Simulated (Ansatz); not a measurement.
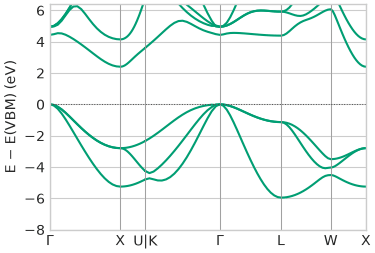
Figure: Band structure from plane-wave PAW LDA (Ansatz code)

**Question.** Read off the gap and where the band edges lie.

**Answer.** About 2.4 eV (2.40 eV by a search for the band edges); maximum at Γ, minimum at X.

**Question.** Pick the material that matches.
(A) GaP, zinc blende
(B) BeSe, zinc blende
(C) Si, diamond

**Answer.** B, BeSe, zinc blende

Space group F-43m (zinc blende). The LDA relaxation kept the symmetry of its start; phonons on a q-mesh show no instability. Scalar-relativistic: spin–orbit coupling is off unless named, which matters more the heavier the elements.

Potentials: the later of the program's two PAW sets.
